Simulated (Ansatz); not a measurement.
# SnHCl3O (SMILES [OH][Sn]([Cl])([Cl])[Cl]) at PBE-QIDH/def2-SVP (core potential)

What is the energy change on altering one bond length of SnHCl3O at PBE-QIDH/def2-SVP (core potential)? 

The calculation is run with Ansatz 0.2.0.

80 further runs of the same task are left out: 6 that didn't finish, 74 set aside as unsound or not needed.

### Step 1. The structure to begin with

SnHCl3O has 6 atoms, charge 0, and is taken as a singlet. As SMILES, `[OH][Sn]([Cl])([Cl])[Cl]`. The coordinates come from a PBE0-D4/def2-TZVP relaxation.

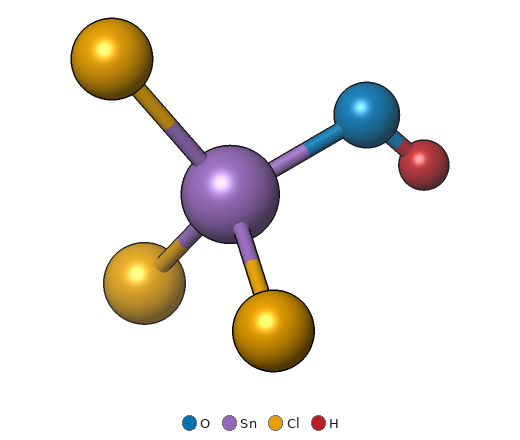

Viewed from a chosen angle; oxygen blue, tin purple, chlorine amber, hydrogen red.

### Step 2. A single-point energy at PBE-QIDH/def2-SVP (core potential)

File input.yaml:

```yaml
crystal:
  periodic: [false, false, false]
  atoms:
    - {symbol: O, position_ang: [-0.674300, 0.477500, 1.363600]}
    - {symbol: Sn, position_ang: [0.251900, -0.201000, -0.189900]}
    - {symbol: Cl, position_ang: [1.931200, -1.529700, 0.595300]}
    - {symbol: Cl, position_ang: [-1.175400, -1.411300, -1.519500]}
    - {symbol: Cl, position_ang: [1.105000, 1.525900, -1.439200]}
    - {symbol: H, position_ang: [-1.396100, 1.074500, 1.143600]}
basis:
  gaussian: {orbitals: def2-SVP}
correlation: {frozen_orbitals: {Cl: 5, H: 0, O: 1, Sn: 4}}
output: {orbitals: {seedname: orbitals}}
hamiltonian: {xc: {name: PBE-QIDH}}
accuracy: high
```

Started as:

```bash
$ ansatz run input.yaml --threads 1 --pin off --max-ram 3480MiB --events-out events.jsonl --progress --plain --runs-dir runs
```

The log of the run:

```text
Warning: RAYON_NUM_THREADS=1 ignored (pool sized by the plan → 1); use --threads N
Functional definition: PBE-QIDH
  name "PBE-QIDH"
  parameter a = 3^(-1/3)
  parameter c = 1/3
  exchange = (1 - a)*pbe_x + a*exact_x
  correlation = (1 - c)*pbe_c + c*(mp2_os + mp2_ss)
2082 factors; integrals over basis functions are off by at most 3.4e-9 eV
mean field evaluation 1: about -45411.4600 eV, gradient 4.2e1 eV
mean field evaluation 2: about -45411.5491 eV, gradient 4.2e1 eV
mean field evaluation 4: about -45415.1363 eV, gradient 3.1e0 eV
mean field evaluation 8: about -45415.1685 eV, gradient 5.2e-2 eV
mean field evaluation 16: about -45415.1685 eV, gradient 1.1e-5 eV
mean field -45415.16846898 eV, -1668.9766577280 hartree, gradient 7.7e-8 eV, S^2 0.000000; 0 other end points of the search recorded, 0 dependent functions left out
20 core orbitals not correlated: weight in the atoms' cores, before any rotation towards them, 1.000 or more for the frozen orbitals, at most 0.000 for the correlated occupied ones
reference -45415.16847004 eV, -1668.9766577673 hartree; 21, 21 occupied and 58, 58 virtual orbitals, 2082 factors
second order -21.17840334 eV of doubles, -0.00000000 eV of singles
Total energy: -45422.22793783 eV, -1669.2360884232 hartree
```

Run time: 17 s. Hardware: 1 thread of Arm Neoverse V1, shared host; peak memory 0.41 GiB.

### Step 3. The distorted shape at the same level

File job.yaml:

```yaml
crystal:
  periodic: [false, false, false]
  atoms:
    - {symbol: O, position_ang: [-0.246110, 0.840590, 1.762480]}
    - {symbol: Sn, position_ang: [0.680090, 0.162090, 0.208980]}
    - {symbol: Cl, position_ang: [2.359390, -1.166610, 0.994180]}
    - {symbol: Cl, position_ang: [-1.175400, -1.411300, -1.519500]}
    - {symbol: Cl, position_ang: [1.533190, 1.888990, -1.040320]}
    - {symbol: H, position_ang: [-0.967910, 1.437590, 1.542480]}
basis:
  gaussian:
    orbitals: def2-SVP
accuracy: high
magnetization:
  spin_polarized: false
  initial_magnetization: 0
total_charge: 0
hamiltonian:
  xc: {name: PBE-QIDH}
output: {orbitals: {seedname: orbitals}}
correlation:
  frozen_orbitals: {Cl: 5, H: 0, O: 1, Sn: 4}
```

Started as:

```bash
$ ansatz run job.yaml --threads 1 --pin off --max-ram 3480MiB --events-out events.jsonl --progress --plain --runs-dir runs
```

The log of the run (excerpt; [...] marks lines left out):

```text
Warning: RAYON_NUM_THREADS=1 ignored (pool sized by the plan → 1); use --threads N
[... 2 set-up lines as earlier in the session ...]
[...]
2047 factors; integrals over basis functions are off by at most 6.7e-9 eV
[...]
mean field -45413.39933034 eV, -1668.9116430825 hartree, gradient 9.9e-8 eV, S^2 0.000000; 0 other end points of the search recorded, 0 dependent functions left out
20 core orbitals not correlated: weight in the atoms' cores, before any rotation towards them, 1.000 or more for the frozen orbitals, at most 0.000 for the correlated occupied ones
reference -45413.39933141 eV, -1668.9116431216 hartree; 21, 21 occupied and 58, 58 virtual orbitals, 2047 factors
second order -21.40929332 eV of doubles, -0.00000000 eV of singles
Total energy: -45420.53576251 eV, -1669.1739021275 hartree
```

Run time: 19 s. Hardware: 1 thread of Arm Neoverse V1, shared host; peak memory 0.4 GiB.

### Step 4. Results

At PBE-QIDH/def2-SVP (core potential), 20 core orbitals frozen:

| quantity | value |
| --- | --- |
| first shape: total energy | -1669.23609 Eh |
| first shape: HOMO energy (SCF part's orbitals) | -11.83 eV |
| first shape: LUMO energy (SCF part's orbitals) | -0.66 eV |
| first shape: HOMO–LUMO gap (SCF part's orbitals) | 11.17 eV |
| distorted shape: total energy | -1669.17390 Eh |
| distorted shape: HOMO energy (SCF part's orbitals) | -10.46 eV |
| distorted shape: LUMO energy (SCF part's orbitals) | -2.90 eV |
| distorted shape: HOMO–LUMO gap (SCF part's orbitals) | 7.56 eV |
| energy change with the Sn2–Cl4 bond stretched from 2.296 to 2.984 Å | 1.692 eV |

What this shows: With the Sn2–Cl4 bond stretched from 2.296 to 2.984 Å the energy rises by 1.69 eV (39 kcal/mol). The first shape isn't relaxed at this level, so the change isn't measured from a minimum.
